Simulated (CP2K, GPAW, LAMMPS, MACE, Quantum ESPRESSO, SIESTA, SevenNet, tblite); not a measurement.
# CP2K on amorphous 43Bi2O3-57BaO (mol %) (99 atoms): settings against a plane-wave reference

How do the settings of CP2K change the result for amorphous 43Bi2O3-57BaO (mol %) (99 atoms)? A plane-wave run serves as the yardstick.

Method: the method is named at each step, in CP2K 2026.2.

**1. Set-up**

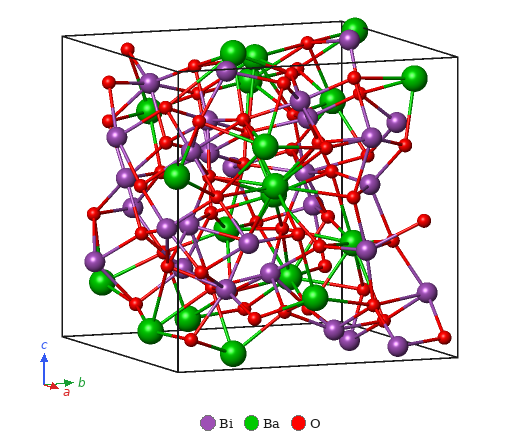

The starting structure, seen slightly off an axis (bismuth purple, barium green, oxygen red). Some periodic images of atoms are drawn too.

The cell holds 99 atoms: 26 Bi, 17 Ba and 56 O. Its edges and angles: a = 11.487 Å, b = 11.487 Å, c = 11.487 Å, α = 90.0°, β = 90.0°, γ = 90.0°. 99 atoms (26 Gd, 17 Ba, 56 O) placed at random at 8.51 g/cm³, melted at 5000 K for 10 ps at fixed volume with the Morse and Coulomb pair potential with partial charges (Pedone, Malavasi, Menziani, Cormack and Segre, J. Phys. Chem. B 110, 11780 (2006)). Quenched from 5000 K to 300 K at 50 K/ps and fixed volume, held 5 ps, then minimised at fixed cell. Then Gd was replaced by Bi and the cell scaled by 1.02 (the potential has no terms for the new elements, so the cell is a start for a DFT relaxation).

The yardstick, on the same geometry:

* method: Kohn-Sham DFT, PBE, SSSP efficiency 1.3.0 pseudopotentials, plane waves (Quantum ESPRESSO 7.5); sssp-pbe-1.3.0-efficiency, cutoffs 60/480 Ry, Γ point
* r.m.s. force component: 0.6952 eV/Å
* longest force: 2.42 eV/Å
* pressure: 21.23 GPa
* gap (highest filled to lowest empty level): 1.235 eV
* time: 13 min on 4 MPI ranks of Arm Neoverse V1, shared host
* CPU time: 51 min

**2. PBE, DZVP-UZH, 600/50 Ry, diagonalisation**

Method: Kohn-Sham DFT, PBE, GTH-PBE pseudopotentials, Gaussian and plane waves, DZVP-MOLOPT (UZH set), diagonalisation.

File input.inp:

```
&GLOBAL
  PROJECT cell
  RUN_TYPE ENERGY_FORCE
  PRINT_LEVEL LOW
&END GLOBAL
&FORCE_EVAL
  METHOD QS
  STRESS_TENSOR ANALYTICAL
  &DFT
    BASIS_SET_FILE_NAME BASIS_MOLOPT_UZH
    POTENTIAL_FILE_NAME POTENTIAL_UZH
    &MGRID
      CUTOFF 600
      REL_CUTOFF 50
      NGRIDS 5
    &END MGRID
    &QS
      EPS_DEFAULT 1.0E-12
    &END QS
    &SCF
      SCF_GUESS ATOMIC
      EPS_SCF 5.0E-06
      MAX_SCF 200
      ADDED_MOS 14
      &DIAGONALIZATION
        ALGORITHM STANDARD
      &END DIAGONALIZATION
      &SMEAR ON
        METHOD FERMI_DIRAC
        ELECTRONIC_TEMPERATURE [K] 580
      &END SMEAR
      &MIXING
        METHOD BROYDEN_MIXING
        ALPHA 0.3
        NBROYDEN 12
      &END MIXING
      &PRINT
        &RESTART OFF
        &END RESTART
      &END PRINT
    &END SCF
    &XC
      &XC_FUNCTIONAL PBE
      &END XC_FUNCTIONAL
    &END XC
    &PRINT
      &MULLIKEN ON
      &END MULLIKEN
      &HIRSHFELD ON
        SHAPE_FUNCTION DENSITY
      &END HIRSHFELD
      &MO ON
        EIGENVALUES T
        OCCUPATION_NUMBERS T
        MO_INDEX_RANGE 307 330
        &EACH
          QS_SCF 0
        &END EACH
        ADD_LAST NUMERIC
      &END MO
    &END PRINT
  &END DFT
  &SUBSYS
    &CELL
      A 11.48663 0.00000 0.00000
      B 0.00000 11.48663 0.00000
      C 0.00000 0.00000 11.48663
    &END CELL
    &TOPOLOGY
      COORD_FILE_NAME structure.xyz
      COORD_FILE_FORMAT XYZ
    &END TOPOLOGY
    &KIND Bi
      BASIS_SET DZVP-MOLOPT-PBE-GTH-q5
      POTENTIAL GTH-PBE-q5
    &END KIND
    &KIND Ba
      BASIS_SET DZVP-MOLOPT-PBE-GTH-q10
      POTENTIAL GTH-PBE-q10
    &END KIND
    &KIND O
      BASIS_SET DZVP-MOLOPT-PBE-GTH-q6
      POTENTIAL GTH-PBE-q6
    &END KIND
  &END SUBSYS
  &PRINT
    &FORCES ON
    &END FORCES
    &STRESS_TENSOR ON
    &END STRESS_TENSOR
  &END PRINT
&END FORCE_EVAL
```

File structure.xyz:

```xyz
99

Bi 0.14025 6.94551 6.14420
Bi 8.95153 6.06161 9.76938
Bi 0.77075 9.99314 4.62142
Bi 5.93020 3.51939 8.79474
Bi 3.68020 3.43129 2.87924
Bi 3.54615 8.49207 6.26240
Bi 2.96458 2.36831 9.91939
Bi 8.32091 3.28472 2.63159
Bi 10.04219 8.54387 8.37835
Bi 5.44960 11.47675 8.27037
Bi 8.58591 11.42690 2.13468
Bi 10.18853 2.53177 11.23243
Bi 11.45837 2.91565 4.78074
Bi 8.65093 0.71596 5.12396
Bi 11.15168 9.16243 0.50093
Bi 8.30449 1.86106 7.97321
Bi 2.90646 0.14140 3.20075
Bi 7.66687 7.98516 0.77317
Bi 7.77025 9.41352 6.27480
Bi 5.97489 2.74186 4.83955
Bi 9.44821 8.57925 4.00022
Bi 4.95866 9.74193 11.44803
Bi 3.28460 4.66989 7.17662
Bi 5.91963 7.63114 8.67424
Bi 5.89884 6.10193 2.82893
Bi 2.86993 1.44490 6.32684
Ba 5.60226 1.31361 0.81325
Ba 7.07450 4.09303 11.47411
Ba 11.25575 0.04962 7.45574
Ba 2.39841 10.11283 8.79853
Ba 5.53621 9.64739 3.76095
Ba 8.48265 10.94641 10.33555
Ba 6.30386 6.07413 5.89046
Ba 1.40160 7.10724 9.60443
Ba 10.38908 6.08435 2.42058
Ba 2.80549 8.15861 2.20635
Ba 0.42615 1.47442 2.05358
Ba 2.10711 5.88081 4.05386
Ba 1.30959 4.61751 0.61408
Ba 1.70186 11.31249 11.33443
Ba 0.02573 3.57223 8.45301
Ba 4.09487 6.21565 10.85624
Ba 8.92385 5.05308 6.56162
O 5.78834 8.66827 6.57690
O 10.38196 11.39393 0.63406
O 7.97884 7.22417 8.01261
O 9.46326 8.86102 1.88840
O 8.24993 1.87910 0.76122
O 3.01604 1.78215 1.51095
O 10.32223 3.62920 1.73046
O 1.26387 0.77845 4.79774
O 9.34506 8.11864 10.60388
O 0.92674 2.30743 10.97134
O 5.46867 7.84043 1.33153
O 4.21778 2.51810 7.79023
O 9.87747 2.27114 6.39334
[... 39 atom lines left out ...]
O 5.84853 3.72615 2.37854
O 1.61514 3.39395 6.30903
O 7.11562 1.38288 3.46816
O 2.34948 4.60671 9.34380
```

Started as:

```console
$ OMP_NUM_THREADS=1 mpirun -np 4 cp2k.psmp -i input.inp > output.txt
```

Numbers of over 12 decimals in the logs are rounded to 6 here.

What it wrote:

```text
CP2K| version string:                                       CP2K version 2026.2
 CP2K| Input file name                                                 input.inp
 GLOBAL| Basis set file name                                    BASIS_MOLOPT_UZH
 GLOBAL| Potential file name                                       POTENTIAL_UZH
 GLOBAL| Run type                                                   ENERGY_FORCE
 GLOBAL| Total number of message passing processes                             4
 GLOBAL| Number of threads for this process                                    1
 TOTAL NUMBERS AND MAXIMUM NUMBERS
  Total number of            - Atomic kinds:                                   3
                             - Atoms:                                         99
                             - Shell sets:                                    99
                             - Shells:                                       512
                             - Primitive Cartesian functions:                512
                             - Cartesian basis functions:                   1403
                             - Spherical basis functions:                   1304
  Maximum angular momentum of- Orbital basis functions:                        2
                             - Local part of the GTH pseudopotential:          2
                             - Non-local part of the GTH pseudopotential:      4
 SCF PARAMETERS         Density guess:                                    ATOMIC
                        max_scf:                                             200
                        eps_scf:                                        5.00E-06
                        added MOs                                        14    0
                        Mixing method:                            BROYDEN_MIXING
                                                charge density mixing in g-space
                        Smear method:                                FERMI_DIRAC
                        Electronic temperature [K]:                        580.0
                        Electronic temperature [a.u.]:                  1.84E-03
                        Accuracy threshold:                             1.00E-10
 Extrapolation method: initial_guess
 Number of electrons:                                                        636
 Number of occupied orbitals:                                                318
 Number of molecular orbitals:                                               332
 Number of orbital functions:                                               1304
 Number of independent orbital functions:                                   1304
 SCF WAVEFUNCTION OPTIMIZATION
  Step     Update method      Time    Convergence         Total energy    Change
     1 NoMix/Diag. 0.30E+00    6.8     1.07812052     -1487.2574984734 -1.49E+03
     2 Broy./Diag. 0.30E+00    9.1     0.54162915     -1381.4438320432  1.06E+02
     3 Broy./Diag. 0.30E+00    9.1     0.18256406     -1475.7065954959 -9.43E+01
     4 Broy./Diag. 0.30E+00    9.1     0.20241979     -1476.3798104852 -6.73E-01
[...]
14 Broy./Diag. 0.30E+00    9.4     0.00000533     -1473.2646437327  2.26E-04
    15 Broy./Diag. 0.30E+00    9.4     0.00000298     -1473.2646218043  2.19E-05
  *** SCF run converged in    15 steps ***
  Electronic density on regular grids:       -636.0000000000        0.0000000000
  Core density on regular grids:              635.9999999991       -0.0000000009
  Total charge density on r-space grids:       -0.0000000009
  Total charge density g-space grids:          -0.0000000009
  Overlap energy of the core charge distribution:               1.60794e-07
  Self energy of the core charge distribution:              -3510.784901
  Core Hamiltonian energy:                                    906.099267
  Hartree energy:                                            1431.917285
  Exchange-correlation energy:                               -300.496271
  Electronic entropic energy:                                  -1.05137e-06
  Fermi energy:                                                 0.338341
  Total energy:                                             -1473.264622
  Total energy (extrapolated to T->0):                      -1473.264621
 MO| EIGENVALUES AND OCCUPATION NUMBERS
 MO|
 MO|  Index      Eigenvalue [a.u.]        Eigenvalue [eV]             Occupation
 MO|    307               0.286364               7.792354               2.000000
 MO|    308               0.289992               7.891092               2.000000
 MO|    309               0.292278               7.953280               2.000000
[...]
MO|    329               0.396367              10.785701               0.000000
 MO|    330               0.398891              10.854378               0.000000
 MO| Sum:                                                             636.000000
 MO| E(Fermi):            0.338341 a.u.          9.206719 eV
 !-----------------------------------------------------------------------------!
                     Mulliken Population Analysis
 #  Atom  Element  Kind  Atomic population                           Net charge
       1     Bi       1          3.478795                              1.521205
       2     Bi       1          3.464670                              1.535330
       3     Bi       1          3.390784                              1.609216
[...]
98     O        3          7.011586                             -1.011586
      99     O        3          7.104548                             -1.104548
 # Total charge                            636.000000                  0.000000
 !-----------------------------------------------------------------------------!
 !-----------------------------------------------------------------------------!
                           Hirshfeld Charges
  #Atom  Element  Kind  Ref Charge     Population                    Net charge
      1       Bi     1       5.000          4.453                         0.547
      2       Bi     1       5.000          4.430                         0.570
      3       Bi     1       5.000          4.443                         0.557
[...]
98       O      3       6.000          6.329                        -0.329
     99       O      3       6.000          6.382                        -0.382
  Total Charge                                                           -0.000
 !-----------------------------------------------------------------------------!
 ENERGY| Total FORCE_EVAL ( QS ) energy [hartree]          -1473.264614
 FORCES| Atomic forces [hartree/bohr]
 FORCES|   Atom     x               y               z               |f|
 FORCES|      1 -3.51163095E-03  1.59333755E-02  5.60736284E-03   1.72524354E-02
 FORCES|      2  3.38412209E-03 -1.71788942E-02  8.58908989E-03   1.95022858E-02
 FORCES|      3 -1.15211757E-02 -2.93547845E-03 -1.49600268E-04   1.18902020E-02
[...]
FORCES|     98  3.07876282E-03 -1.76628064E-02 -2.73481501E-02   3.27012969E-02
 FORCES|     99 -1.14454766E-02  5.38533390E-03  1.10290966E-02   1.67821849E-02
 FORCES| Sum    -1.89973428E-03  4.09512714E-03 -4.55225592E-03
 FORCES| Total atomic force                                       6.41109122E-03
 STRESS| Analytical stress tensor [bar]
 STRESS|                        x                   y                   z
 STRESS|      x        2.84755935619E+05  -1.91444610813E+03  -1.05635644911E+04
 STRESS|      y       -1.91444610813E+03   2.20480919360E+05   3.64895064094E+03
 STRESS|      z       -1.05635644911E+04   3.64895064094E+03   2.70494052674E+05
 STRESS| 1/3 Trace                                             2.58576969218E+05
```

Run time: 2.8 min. Hardware: 4 MPI ranks of Arm Neoverse V1, shared host; peak memory 8.8 GiB; 11 min of CPU time.

Banners, paths, timers and routine set-up lines are dropped from the logs unmarked, and long logs keep their key lines alone; longer cuts are marked.

Compared with the plane-wave run:

| Quantity | Value |
| --- | --- |
| r.m.s. force component | 0.7524 eV/Å |
| r.m.s. difference of force components | 91.89 meV/Å |
| longest difference of force vectors | 317.3 meV/Å |
| force difference over r.m.s. force | 13.22 % |
| slope of forces against the reference's | 1.077 |
| correlation of force components | 0.995 |
| gap (highest filled to lowest empty level) | 1.155 eV |
| gap difference | -0.0802 eV |
| pressure | 25.86 GPa |
| pressure difference | 4.628 GPa |

This run lies far from the reference in forces at the same functional. Basis and potentials both differ; the latter hold 636 valence electrons against the reference's 896.

Length of the force difference by element (eV/Å):

| element | atoms | mean | most |
| --- | --- | --- | --- |
| Ba | 17 | 0.14 | 0.30 |
| Bi | 26 | 0.15 | 0.32 |
| O | 56 | 0.14 | 0.30 |

Levels nearest the highest filled one (eV from it): -0.83, -0.73, -0.67, -0.51, -0.45, -0.41, -0.37, -0.32, -0.23, -0.14, -0.07, 0.00, 1.15, 1.40, 1.51, 1.62, 1.73, 1.85, 1.91, 1.96, 1.98, 2.09, 2.16, 2.23.

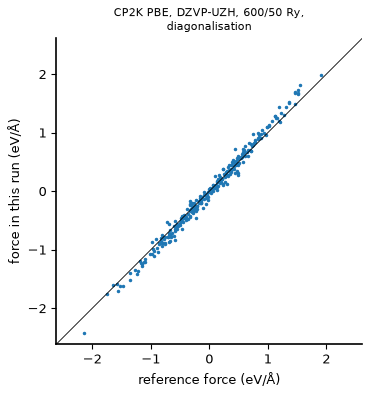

Force components against those of the reference; the line marks equality.

The surroundings of O54, picked at random, nearest first, numbered as they follow in the input and with coordinates relative to it.

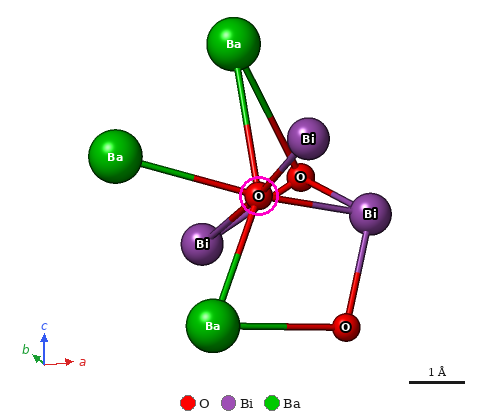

The atoms of the table, within 3.0 Å (arrows a, b, c point along x, y, z); some may hide others; the central atom is ringed.

| atom | x | y | z | distance (Å) | Hirshfeld charge (e) | Fx | Fy | Fz (eV/Å) |
| --- | --- | --- | --- | --- | --- | --- | --- | --- |
| O54 | 0.00 | 0.00 | 0.00 | 0.00 | -0.33 | -0.97 | -0.42 | 0.87 |
| Bi18 | 2.20 | 0.14 | -0.56 | 2.27 | 0.61 | -0.18 | -0.87 | -0.51 |
| Bi25 | 0.43 | -1.74 | 1.50 | 2.33 | 0.63 | 0.20 | -0.22 | -0.43 |
| Bi22 | -0.51 | 1.90 | -1.37 | 2.40 | 0.60 | -0.81 | -0.80 | -0.91 |
| Ba36 | -2.66 | 0.32 | 0.87 | 2.82 | 0.30 | -0.49 | 1.25 | -1.36 |
| Ba42 | -1.37 | -1.62 | -1.96 | 2.89 | 0.35 | 1.69 | -0.78 | 0.61 |
| O88 | 1.31 | -1.24 | -2.30 | 2.92 | -0.37 | -0.84 | -0.72 | 1.20 |
| O82 | 1.56 | 2.45 | -0.40 | 2.93 | -0.36 | 0.02 | 1.19 | 0.58 |
| Ba31 | 0.07 | 1.81 | 2.43 | 3.03 | 0.31 | 0.80 | -0.23 | -0.28 |

Forces lie 13 % from the reference's, at 0.22 times its CPU time.

(Continued in part 2 of 2.)

[Also dropped from logs without a mark: logging warnings of Python, and SIESTA's first energy breakdown and zero terms.]

[Logs are printed without paths, hosts, clocks, repeated set-up lines and the standing remarks that a program may print on its own settings, such as how far it seeks lower states.]

[Hosts, paths, dates, database ids (printed as entryN), source tags and the programs' standing remarks are cut or masked in the printed files.]
